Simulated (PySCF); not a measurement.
Consider C3H6O3Si.

```xyz
13

C     2.1836   -0.3124    0.1504
Si    0.4831   -0.3273   -0.6601
O    -0.6595   -1.0805    0.2444
C    -1.7306   -0.2407    0.5564
C    -1.4172    1.1612    0.0373
O    -2.1189    2.1182    0.1684
O    -0.2490    1.1735   -0.5890
H     2.1569    0.0686    1.1686
H     2.8710    0.3026   -0.4197
H     2.5920   -1.3163    0.1804
H     0.4133   -0.7340   -2.0566
H    -2.6487   -0.6025    0.0833
H    -1.8804   -0.2099    1.6393
```

Geometry: GFN2-xTB.

Level of theory: PBE0/pcSseg-1, SCF density, gas phase, non-relativistic (PySCF 2.14.0).

Predict the electron density and electron localisation function between the atoms.

Answer. C–O (1.19 Å): ρ is about 3.4 e/Å³ halfway; the ELF peaks at about 0.85 between the atoms; a short, multiple covalent bond.
C–C (1.53 Å): ρ at the midpoint is about 1.7 e/Å³; the ELF peaks at about 0.95 between the atoms, as expected for a shared electron pair.
Si–O (1.64 Å): ρ at the midpoint is about 1.2 e/Å³; the ELF peaks at about 0.85 between the atoms, as expected for a shared but strongly polarised pair.
C–O (1.33 Å): the density is about 2.5 e/Å³ at the midpoint; the ELF peaks at about 0.85 between the atoms (a shared but strongly polarised pair).

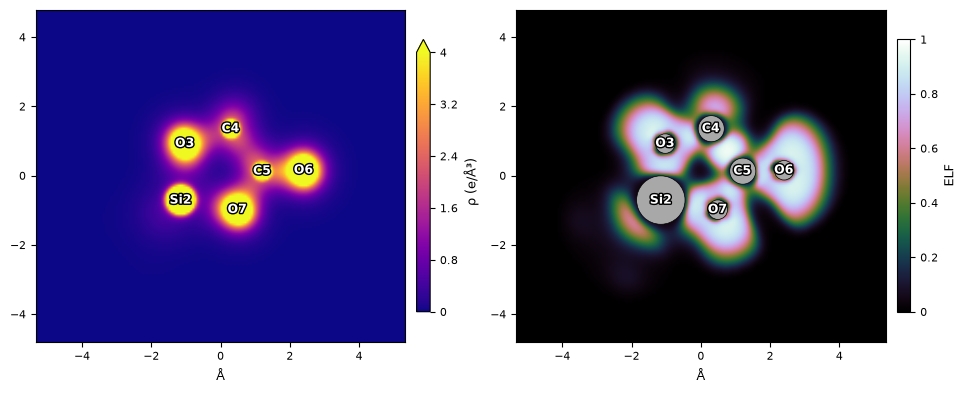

Computed electron density and electron localisation function on the plane of atoms O3, C4 and C5, in this order. Grey discs cover the atomic cores in the ELF map. 
